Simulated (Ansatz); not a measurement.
In doubt: masses and optical values from hybrid runs of this build are listed as unsure (in some of the runs), which bears on the screening that GW takes from such a start.

The crystal is BaSrLaSbO6 (F-43m).

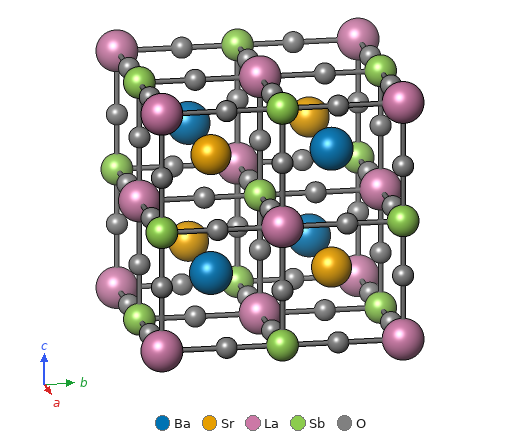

The structure (barium blue, strontium orange, lanthanum pink, antimony green, oxygen grey). Some periodic images of atoms are drawn too.

```
Ba Sr La Sb O
1.0
     0.00000    4.34537    4.34537
     4.34537    0.00000    4.34537
     4.34537    4.34537    0.00000
Ba Sr La Sb O
1 1 1 1 6
Cartesian
  2.1727 2.1727 2.1727
  6.5181 6.5181 6.5181
  0.0000 0.0000 0.0000
  4.3454 4.3454 4.3454
  2.3358 4.3454 4.3454
  6.3549 4.3454 4.3454
  4.3454 4.3454 6.3549
  4.3454 4.3454 2.3358
  4.3454 2.3358 4.3454
  4.3454 6.3549 4.3454
```

The cell and positions are those that the Materials Project relaxed with its own functionals (PBE, PBE+U or r2SCAN), kept fixed. Spin-orbit coupling is left out unless a run names it.

Gaps computed with Ansatz 0.2.0 without a self-energy: HSE06 5.15 eV, r2SCAN 4.32 eV and PBE0 5.88 eV.

Estimate the G0W0@HSE06 gap with 4×4×4 mesh, 899 empty bands, screening to 180 eV, PAW set soft_1 files.

About 5.78 eV: on its mesh the run moves the gap from 5.15 eV by +0.63 eV. Among the scalar-relativistic levels given, PBE0 is nearest (+0.10 eV). Bands and cutoff are finite, so the gap is not at the basis limit. The miss can reach some tenths of an eV and take either sign; the mesh is an error of its own. Empty 4f levels lie among the conduction bands. Their place in the start is unsure; it enters the screening, and the edge itself where they lie low. The many-body steps are scalar-relativistic: spin-orbit coupling is not in them.

[Paths, hosts, dates, memory and timing lines, banners, echoed tables and standing remarks are left out of the program output.]

[Logs are printed without paths, hosts, clocks, repeated set-up lines and the standing remarks that a program may print on its own settings, such as how far it seeks lower states.]

[Runs of the session that timed out or met a known fault of the program may be left out.]

[Cells called generated may have been cut or substituted from an entry of the Crystallography Open Database or the Materials Project.]

[Hosts, paths, dates, database ids (printed as entryN), source tags and the programs' standing remarks are cut or masked in the printed files.]
